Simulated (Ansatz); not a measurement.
Reaction (SMILES): BN (BH2-NH2) → B[NH-] + H+
B3LYP-D3(BJ)/def2-TZVP geometries, fixed; electronic energies without zero-point terms.

Basis-set convergence of the deprotonation energy at HF with Ansatz (an electronic-structure program). Cartesian d functions, on some or all atoms, in 6-31G**; all else is spherical. The proton leaves the site shown, which need not be the most acidic. No added dispersion term, no relativity. Functions are those of the species that has most. Reference: the value in aug-pcseg-3, 398.61 kcal/mol, itself unsure by roughly 0.08 kcal/mol (its mean distance from aug-cc-pVQZ, def2-QZVPPD). Deviations are taken from unrounded values.

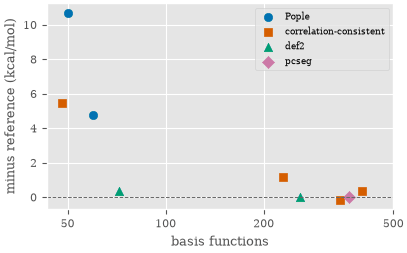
Figure. Deviation from the reference against the number of basis functions, by family of sets.

| basis | functions | deprotonation energy (kcal/mol) | minus reference (kcal/mol) |
|---|---|---|---|
| cc-pVDZ | 48 | 404.08 | 5.47 |
| 6-31G** | 50 | 409.32 | 10.70 |
| 6-311G** | 60 | 403.39 | 4.78 |
| def2-SVPD | 72 | 398.96 | 0.35 |
| cc-pVQZ | 230 | 399.80 | 1.19 |
| def2-QZVPPD | 258 | 398.59 | -0.02 |
| aug-cc-pVQZ | 344 | 398.46 | -0.15 |
| aug-pcseg-3 | 366 | 398.61 | 0.00 |
| cc-pV5Z | 402 | 398.94 | 0.33 |
